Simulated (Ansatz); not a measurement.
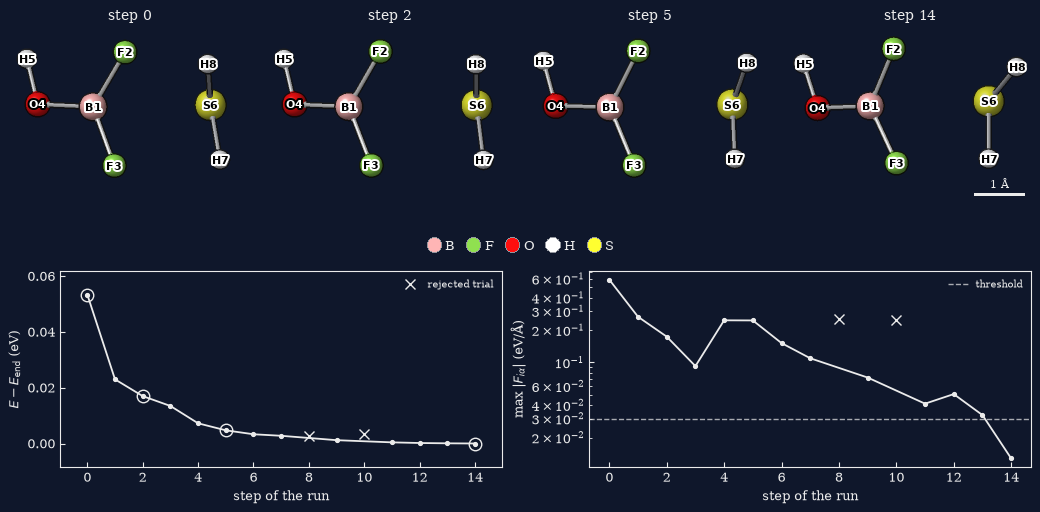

Frames of a relaxation of BH$_{3}$SOF$_{2}$, marked on the history of the run. The picture is a ball-and-stick view, seen at a tilt.

The run prepares an end point of a later path (reaction) calculation, from a guessed geometry.

All numbers below come from Ansatz 0.2.0, RKS PBE-D4/def2-SVP. Set-up: no spin polarisation; force threshold 0.03 eV/Å; at most 50 steps.

Describe the path.

The largest move after the best rigid fit is that of H8, 0.59 Å. Largest moves by element: H 0.59 Å, F 0.28 Å, S 0.09 Å, O 0.08 Å, B 0.08 Å. Near-neighbour distances that change, for instance: S6–H8 1.384 → 1.361 Å, B1–F2 1.337 → 1.343 Å. Over 12 accepted moves (14 points after the start) the energy falls by 0.053 eV. The largest force component goes from 0.59 to 0.013 eV/Å. The line search rejected the trial steps at points 8, 10 of the run. Cost: 23 s on 2 threads of Arm Neoverse V1 (shared host), peak memory 0.14 GiB. From step 0 to 2: H8 moves most (0.18 Å), energy −0.036 eV. From step 2 to 5: H8 moves most (0.22 Å), energy −0.012 eV. From step 5 to 14: H8 moves most (0.21 Å), energy −0.005 eV.
